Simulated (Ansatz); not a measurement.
**C₃H₉OTa (SMILES [CH3][Ta]([CH3])([CH3])=[O]): density, localisation and related maps**

Input

```
crystal:
  periodic: [false, false, false]
  atoms:
    - {symbol: C, position_ang: [-1.821678, 0.936915, 0.296306]}
    - {symbol: Ta, position_ang: [0.146830, 0.324992, -0.343547]}
    - {symbol: C, position_ang: [1.579772, 0.415312, 1.268191]}
    - {symbol: C, position_ang: [0.118766, -1.618806, -1.281926]}
    - {symbol: O, position_ang: [0.659634, 1.445007, -1.532461]}
    - {symbol: H, position_ang: [-2.370669, 0.089544, 0.727207]}
    - {symbol: H, position_ang: [-1.717203, 1.695981, 1.083803]}
    - {symbol: H, position_ang: [-2.427737, 1.375466, -0.500044]}
    - {symbol: H, position_ang: [1.964037, 1.420797, 1.456761]}
    - {symbol: H, position_ang: [1.145053, 0.027282, 2.198431]}
    - {symbol: H, position_ang: [2.439273, -0.220373, 1.015144]}
    - {symbol: H, position_ang: [-0.814602, -1.727478, -1.850652]}
    - {symbol: H, position_ang: [0.141291, -2.416302, -0.528036]}
    - {symbol: H, position_ang: [0.944334, -1.777437, -1.980379]}
basis:
  gaussian: {orbitals: def2-TZVPP}
hamiltonian: {xc: pbe0, dispersion: d4}
output: {orbitals: {seedname: orbitals}}
```

Launched as:

```sh
ansatz run in.yaml --threads 4 --pin off --events-out ev --progress --plain --max-ram 11315MiB
```

Geometry: PBE0-D4/def2-TZVP; core potentials replace the inner electrons of Ta.

These are results of RKS PBE0-D4/def2-TZVPP in Ansatz, not measurements.

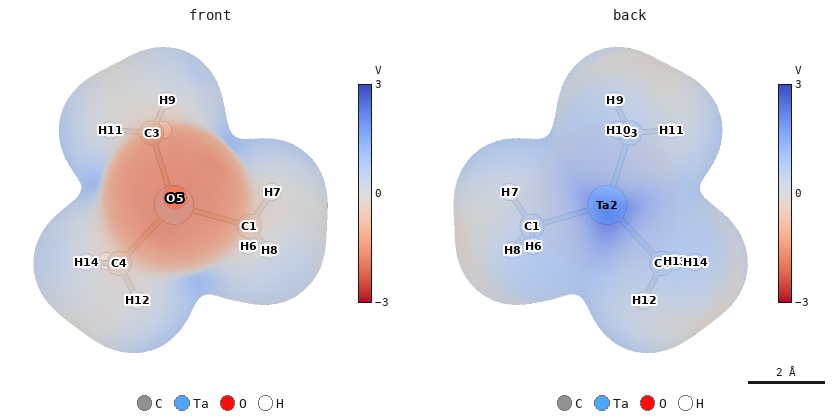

Figure 1. The electrostatic potential painted on the density surface at 0.001 e/bohr³, seen from the front and from behind; red is negative and blue positive.

Describe the electrostatic potential map.

The most negative region (about −1.7 V) lies over O5, the most positive (about +1.9 V) over Ta2. O5 is the likeliest acceptor of a hydrogen bond.

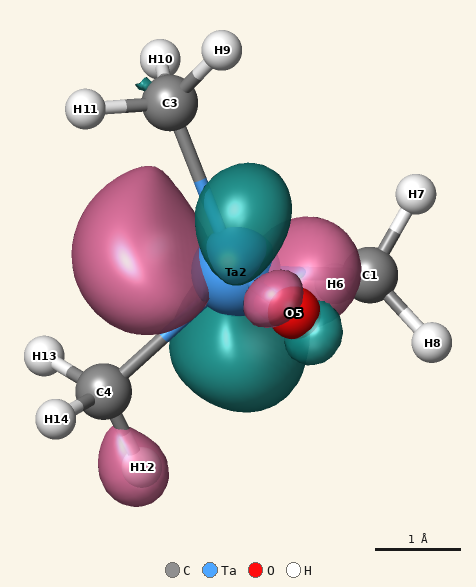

Figure 2. The LUMO at ±0.15 Å⁻³ᐟ² (teal and pink are the two phases), seen at a tilt.

Where does this orbital lie, and at what energy?

Its weight (Hirshfeld) is mainly on Ta2 (about 65 %). Its energy is −1.22 eV.

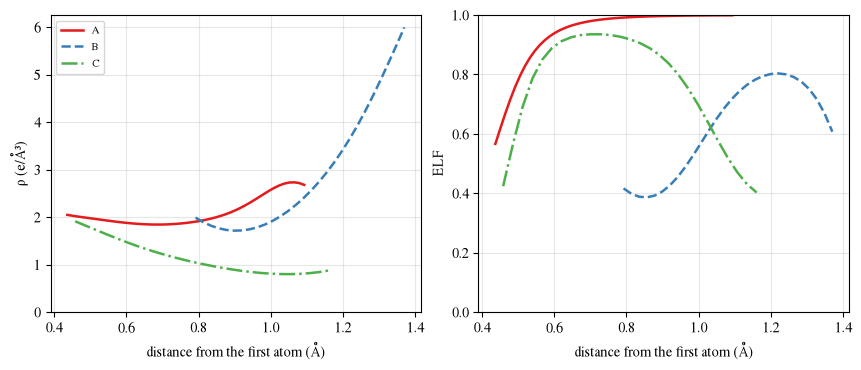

Figure 3. Electron density and electron localisation function along straight lines between neighbouring atoms. The curves leave out the atomic cores.

Which curve belongs to which contact (C–H, C–Ta and Ta–O)? The first atom named is at distance zero.

Curve A: C–H (1.09 Å): the density is about 1.9 e/Å³ at the midpoint; the ELF climbs to about 1 towards the hydrogen, as it does in any bond to H: an ordinary covalent bond to hydrogen. Curve B: Ta–O (1.71 Å): ρ at the midpoint is about 1.8 e/Å³; the ELF peaks at about 0.80 in the valence shell of O, 0.5 Å from its nucleus, and drops to about 0.40 between the two atoms. Curve C: C–Ta (2.16 Å): the density is about 0.81 e/Å³ at the midpoint; the ELF peaks at about 0.95 in the valence shell of C, 0.7 Å from its nucleus, and is about 0.50 at the midpoint.
